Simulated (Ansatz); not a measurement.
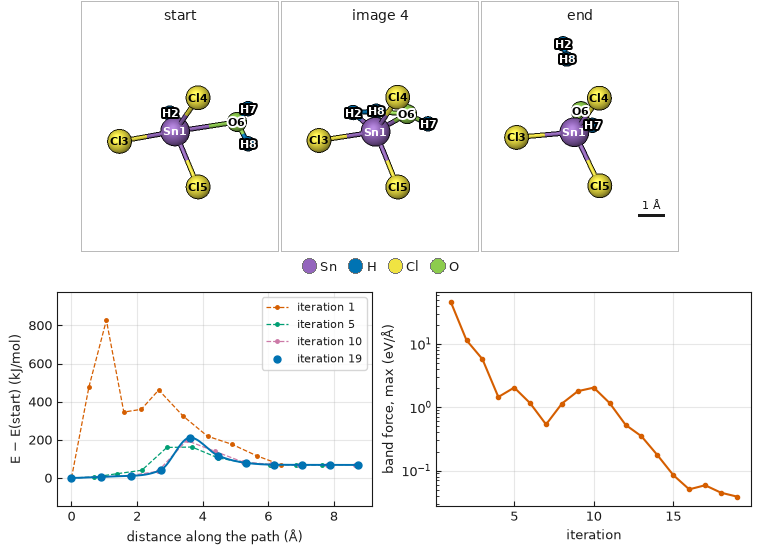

A nudged-elastic-band calculation for SnH3OCl3, made up at the start of SnHCl3 and H₂O. Images are numbered from 0 (start) to 10 (end). The plot follows the band through its iterations. A ball-and-stick model, seen at a tilt.

Level of theory: RKS BHLYP/def2-SVP in Ansatz. Run with 9 movable images; climbing image; force threshold 0.05 eV/Å; iteration limit 60; starting path through a guess of the saddle point.

### Judge this run.

The run is converged, with reservations. The band converged in 19 iterations. The largest component of the band force went from 47 to 0.039 eV/Å. The climbing image converged on the top of the path. Its vibrational analysis gives 2 imaginary modes over 30i cm⁻¹, so it isn't confirmed as a transition state. The first iteration put the highest image at 827.4 kJ/mol. The highest point, image 4, lies 211.5 kJ/mol above the start and 143.4 kJ/mol above the end; the end is at +68.2 kJ/mol relative to the start.
